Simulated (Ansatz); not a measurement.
Consider BHSi (SMILES B=[Si]).

```yaml
atoms:
  - { symbol: B, position_ang: [0.0000, 0.0000, -0.2396] }
  - { symbol: Si, position_ang: [0.0000, 0.0000, 1.6650] }
  - { symbol: H, position_ang: [0.0000, 0.0000, -1.4253] }
```

Geometry: B3LYP/6-31G*.

Method: isolated molecule in a Gaussian basis; Kohn-Sham density functional theory, functional PBE0 in Ansatz 0.2.0.

Q: What will maps of the electron density and electron localisation function show?

A: Si–B (1.90 Å): ρ is about 0.86 e/Å³ halfway; the ELF peaks at about 0.95 between the atoms, as expected for a shared electron pair.
B–H (1.19 Å): ρ is about 1.3 e/Å³ halfway; the ELF climbs to about 1 towards the hydrogen, as it does in any bond to H: a covalent bond by its length.

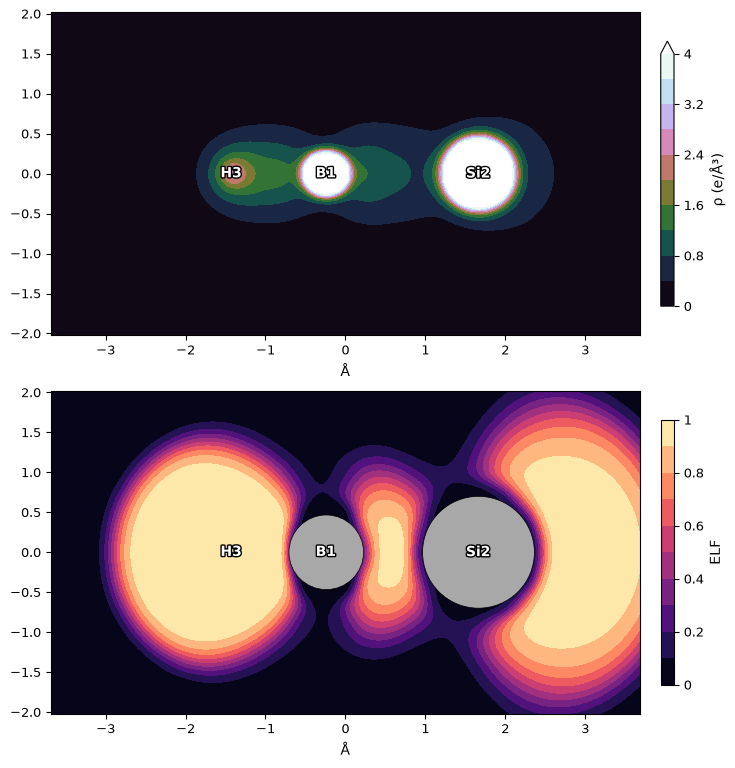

Computed electron density and electron localisation function on a plane that holds the molecular axis, in this order. Grey discs cover the atomic cores in the ELF map. 
